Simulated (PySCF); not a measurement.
# RuO4: one geometry, several methods

How much do the numbers for RuO4 (singlet) hang on the method? All levels run at one geometry, the PBE0 minimum.

Program: PySCF 2.14.0. Level of theory: several methods, basis Ru def2-SVP with ECP28, O def2-SVP, scalar-relativistic core potentials, no spin–orbit coupling, density fitting. These are calculated values, not measurements.

### Step 1. Starting geometry

5 atoms, charge 0, spin multiplicity 1.

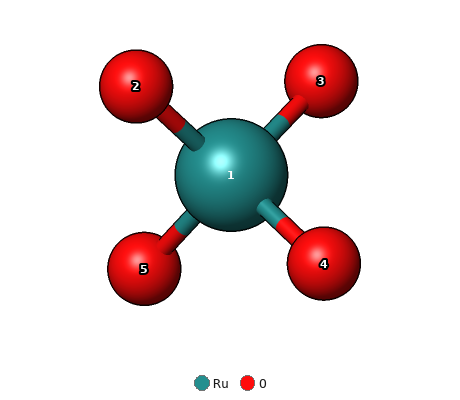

The starting geometry (ruthenium teal, oxygen red); atoms are numbered from 1 in the order of the file.

Z-matrix (Å, degrees; charge 0 multiplicity 1):
```
Ru
O  1 1.6638
O  1 1.6638 2 109.47
O  1 1.6638 2 109.47 3 120.00
O  1 1.6638 2 109.47 3 -120.00
```

### Step 2. PBE0

One driver script runs all steps and calls PySCF; scf.py shows the equivalent input of each level. Each SCF starts from the density of the minimum. The driver also runs the species with one electron less or more at the same geometry (cation multiplicity 2, anion multiplicity 2); their logs are not shown.

Contents of scf.py:

```python
from pyscf import gto, scf, dft
mol = gto.M(atom='''
Ru    -0.000000    -0.000000     0.000000
O      1.358474    -0.000041     0.960586
O     -1.358474    -0.000000     0.960586
O      0.000020     1.358494    -0.960557
O     -0.000020    -1.358453    -0.960615''',
    basis={'Ru': 'def2-SVP', 'O': 'def2-SVP'},
    ecp={'Ru': 'def2-SVP'},
    charge=0, spin=0)
mf = dft.RKS(mol, xc='PBE0')
mf.grids.atom_grid = (75, 302)
aux = {'Ru': 'def2-universal-JKFIT', 'O': 'def2-universal-JKFIT'}
mf = mf.density_fit(auxbasis=aux)
mf.kernel()
```

### Step 3. HF

scf.py, as its differences from that of step 2:

```diff
@@ -11,2 +11 @@
-mf = dft.RKS(mol, xc='PBE0')
-mf.grids.atom_grid = (75, 302)
+mf = scf.RHF(mol)
```

### Step 4. MP2

scf.py, as its differences from that of step 3:

```diff
@@ -14,0 +15,2 @@
+from pyscf.mp import dfmp2
+dfmp2.DFMP2(mf, frozen=4).kernel()  # the driver gives MP2 a fitting basis of its own (RI)
```

(Steps that only read results are left out.)

**Question.** What will these runs give? Wanted: vertical ionisation energy, range; vertical electron affinity, range.

The runs gave:

| quantity | value |
| --- | --- |
| vertical ionisation energy, range | 9.89 (HF) to 17.05 (MP2) eV |
| vertical electron affinity, range | -0.53 (MP2) to 4.43 (HF) eV |

In words: The vertical ionisation energy spreads over 7.17 eV, from HF to MP2; without a CCSD(T) value for it there is no yardstick here. Spin contamination is strong in at least one of the open-shell species at HF, MP2. Without diffuse functions electron affinities tend to come out too low.
